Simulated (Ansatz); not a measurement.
**C₂H₈BNS: up Jacob's ladder to CCSD(T)**

Aim: compute C₂H₈BNS with functionals from several rungs and with coupled cluster, and see how far each lands from CCSD(T) at the basis-set limit for the atomisation energy.

Program: Ansatz 0.2.0, Gaussian basis. Level of theory: functionals in def2-TZVPP, the program's frozen cores in correlated methods. These are calculated values, not measurements.

Plan: PBE-D4, r2SCAN-D4, PBE0-D4, B3LYP-D4, ωB97X-V, ωB97M-V, B2PLYP; CCSD(T)/def2-TZVPP; MP2/def2-QZVPP; extrapolation to the limit.

## Step 1: Structure used throughout

The geometry comes from an earlier relaxation with PBE0-D4 in a triple-zeta def2 set; it is a stationary point, not always the lowest conformer.

13 atoms, charge 0, spin multiplicity 1.

Atoms are counted from 1 here; the program's logs count them from 0.

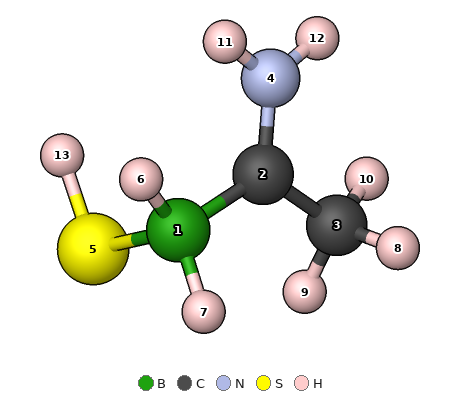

The structure; boron green, carbon dark grey, nitrogen light blue, sulfur yellow, hydrogen pink; atoms are numbered from 1 in the order of the file.

As a file:

```
B     0.55057    1.05521    0.75057
C    -0.17596   -0.22323    0.18315
C    -1.39980   -0.16173   -0.65389
N     0.30451   -1.41346    0.43255
S     1.42505    1.54971   -0.90621
H     1.32899    0.78438    1.63898
H    -0.23023    1.94347    0.99558
H    -2.25707   -0.14632    0.02914
H    -1.41602    0.76270   -1.22637
H    -1.51226   -1.01480   -1.32894
H     1.09658   -1.49776    1.05226
H    -0.04562   -2.25136   -0.00845
H     2.35176    0.57860   -0.94357
```

## Step 2: PBE-D4 (GGA)

The input, in.yaml:

```yaml
crystal:
  periodic: [false, false, false]
  atoms:
    - {symbol: B, position_ang: [0.550573, 1.055206, 0.750568]}
    - {symbol: C, position_ang: [-0.175961, -0.223235, 0.183149]}
    - {symbol: C, position_ang: [-1.399797, -0.161733, -0.653887]}
    - {symbol: N, position_ang: [0.304510, -1.413463, 0.432551]}
    - {symbol: S, position_ang: [1.425050, 1.549712, -0.906206]}
    - {symbol: H, position_ang: [1.328991, 0.784380, 1.638978]}
    - {symbol: H, position_ang: [-0.230233, 1.943470, 0.995583]}
    - {symbol: H, position_ang: [-2.257071, -0.146320, 0.029142]}
    - {symbol: H, position_ang: [-1.416015, 0.762703, -1.226366]}
    - {symbol: H, position_ang: [-1.512264, -1.014804, -1.328941]}
    - {symbol: H, position_ang: [1.096581, -1.497759, 1.052256]}
    - {symbol: H, position_ang: [-0.045621, -2.251355, -0.008453]}
    - {symbol: H, position_ang: [2.351756, 0.578600, -0.943572]}
basis:
  gaussian: {orbitals: def2-TZVPP}
hamiltonian: {xc: pbe, dispersion: d4}
output: {forces: true, orbitals: {seedname: orbitals}}
```

Command:

```console
ansatz run in.yaml --threads 4 --pin off --events-out ev --progress --plain --max-ram 10444MiB
```

After this run come: r2SCAN-D4 (meta-GGA); PBE0-D4 (hybrid); B3LYP-D4 (hybrid); ωB97X-V (range-separated); ωB97M-V (range-separated); B2PLYP (double hybrid); CCSD(T) in def2-TZVPP; MP2 in def2-QZVPP.

Q: Predict the results of all the runs planned. Wanted: atomisation energy, CCSD(T)/CBS; farthest; mean size of error, hybrid; mean size of error, range-separated; gap, smallest and largest; T1 diagnostic; triples share of the correlation energy.

As calculated:

```
                               quantity                                value
        atomisation energy, CCSD(T)/CBS                            48.911 eV
    functionals within 0.245 eV (0.5 %)     none; nearest B2PLYP (-0.315 eV)
                               farthest                   PBE-D4 (+1.432 eV)
             mean size of error, hybrid                             0.498 eV
    mean size of error, range-separated                             0.400 eV
              gap, smallest and largest  2.78 eV (PBE-D4), 9.30 eV (ωB97X-V)
                          T1 diagnostic                               0.0146
triples share of the correlation energy                                4.2 %
```

PBE-D4 is off by +1.432 eV. Double hybrids carry the basis error of their MP2 part in triple zeta, and no dispersion term here, so their miss is partly the set-up's. The reference freezes the cores and leaves out relativity and excitations past (T), so misses under about 0.245 eV can't be ranked. Hartree-Fock recovers 73 % of the binding; the rest is correlation. The gap grows from 2.8 to 9.3 eV across the functionals, mostly with the share of exact exchange.
